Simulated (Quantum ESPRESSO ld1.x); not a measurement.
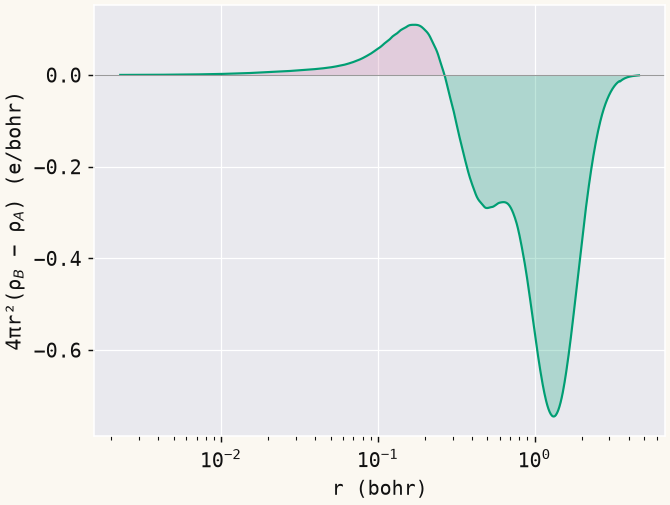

Two charge states of titanium were computed: Ti³⁺ in [Ar] 3d1 (high spin); Ti⁴⁺ in [Ar]. Level of theory: non-relativistic Kohn-Sham, exchange-only LDA, spin-polarised, spherical densities, point nucleus. Computed with Quantum ESPRESSO ld1.x 7.5.

The plot shows the radial density of run B less that of run A; on the logarithmic r axis, areas aren't charges.

### Which run is A and which is B? Where does the charge move?

A is Ti³⁺ in [Ar] 3d1 (high spin); B is Ti⁴⁺ in [Ar]. B holds hardly more charge than A anywhere and 1.0 electrons fewer where it is negative (most at r = 1.3 bohr), a net change of −1. The energy of B less that of A is 42.4 eV.
